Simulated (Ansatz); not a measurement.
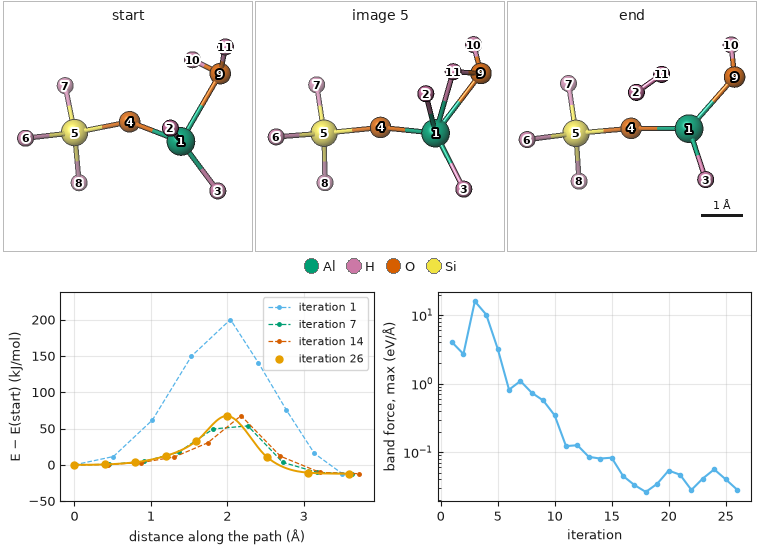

A search for the minimum-energy path of AlSiH7O2 by the nudged elastic band. Images are numbered from 0 (start) to 8 (end). The plot follows the band through its iterations. The picture is a ball-and-stick view, seen at a tilt.

Method: RKS PBE0/def2-SVP in Ansatz. Settings: 7 movable images; climbing image; force threshold 0.03 eV/Å; iteration limit 60; starting path through a guess of the saddle point.

### How did the profile develop, and is the result final?

The result is final at these settings. The band converged in 26 iterations. The largest component of the band force went from 4 to 0.029 eV/Å. The climbing image converged on the top of the path. Its vibrational analysis gives one imaginary mode (1185i cm⁻¹), as a transition state must have. The first iteration put the highest image at 200.3 kJ/mol. The energy climbs by 67.4 kJ/mol to image 5 and then falls by 79.6 kJ/mol, so the end point sits at −12.2 kJ/mol.

Cost: 6 min on 2 threads of Arm Neoverse V2 (shared host), peak memory 0.21 GiB.
